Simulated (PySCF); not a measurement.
C₃H₆Cl₃Si (SMILES C[Si](C)C(Cl)(Cl)Cl) (doublet)

The calculation's input:

```
{"job": {"kind": "epr", "basis": "pcH-1"}, "charge": 0, "multiplicity": 2}
C      0.423681     1.765602    -0.422792
Si    -0.001493    -0.063485    -0.725404
C     -1.750860    -0.606265    -0.211914
C      1.236925    -1.097978     0.391354
Cl     2.927991    -0.723576     0.002801
Cl     0.970910    -0.703963     2.126535
Cl     0.984748    -2.842759     0.185025
H      1.452320     1.986050    -0.691866
H     -0.221045     2.420016    -1.000426
H      0.294545     2.009606     0.630302
H     -2.508829    -0.075209    -0.778554
H     -1.912068    -0.397134     0.844257
H     -1.901216    -1.670418    -0.367045
```

Run with:

```sh
OMP_NUM_THREADS=1 python probes_run.py task.json out
```

Geometry: GFN2-xTB.

The calculation used UKS B3LYP, pcH-1 on C Cl H Si, non-relativistic, mean-field spin-orbit, GIAO in PySCF.

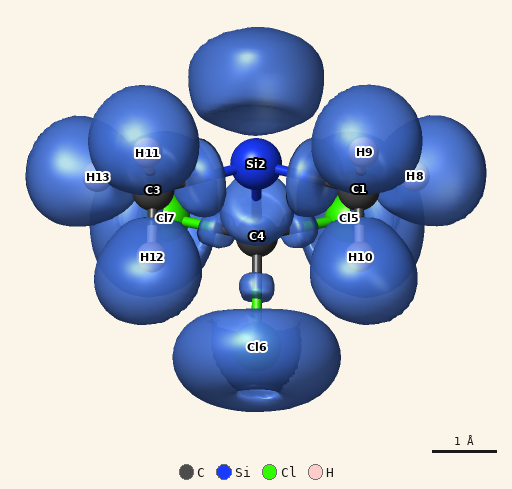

Figure 1. Isosurface of the ELF at 0.8 (blue), seen from one side. Core shells and regions of very low density are left out.

Question: Identify the bonds, lone pairs and shells in this picture.

Answer: The surface consists of three regions between bonded C–Cl atoms (shared pairs), three regions between bonded C–Si atoms (shared pairs), six regions around hydrogen nuclei, three rings or bowls of non-bonding electrons around Cl and one lobe on Si, pointing away from the bonds (non-bonding electrons). Profiles from the grid: C–Cl (1.77 Å): the ELF peaks at about 0.90 between the atoms: a shared electron pair. C–Si (1.90 Å): the ELF peaks at about 0.95 between the atoms (a shared electron pair).

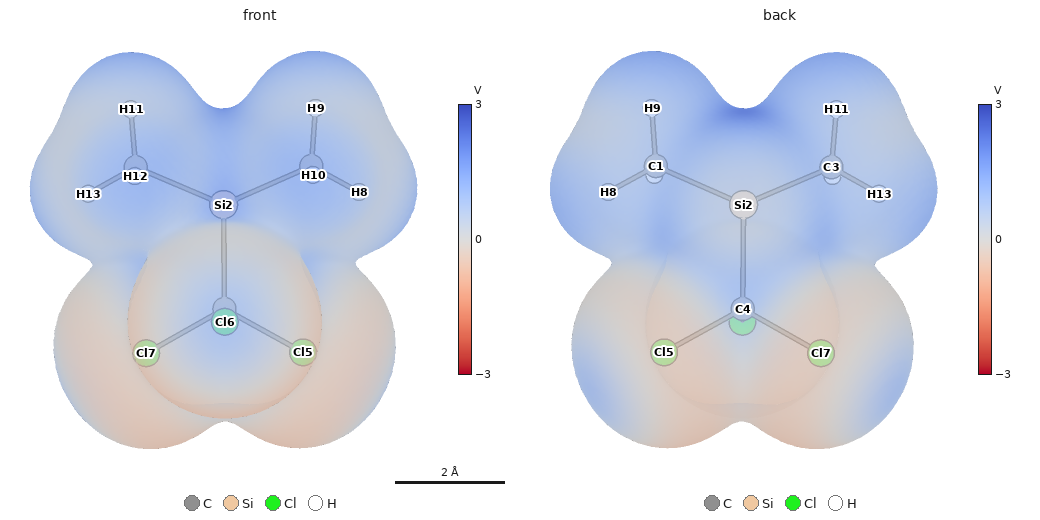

Figure 2. The electrostatic potential painted on the density surface at 0.004 e/bohr³, seen from the front and from behind; red is negative and blue positive.

Question: Where is the surface potential most negative and most positive?

Answer: The most negative region (about −0.5 V) lies over Cl5, Cl6 and Cl7, the most positive (about +1.9 V) over Si2. Cl5 shows a σ-hole: about +1.0 V at the tip opposite its bond, against about −0.2 V on its flanks. Cl6 shows a σ-hole: about +0.9 V at the tip opposite its bond, against about 0.0 V on its flanks. Cl7 shows a σ-hole: about +1.0 V at the tip opposite its bond, against about −0.1 V on its flanks.
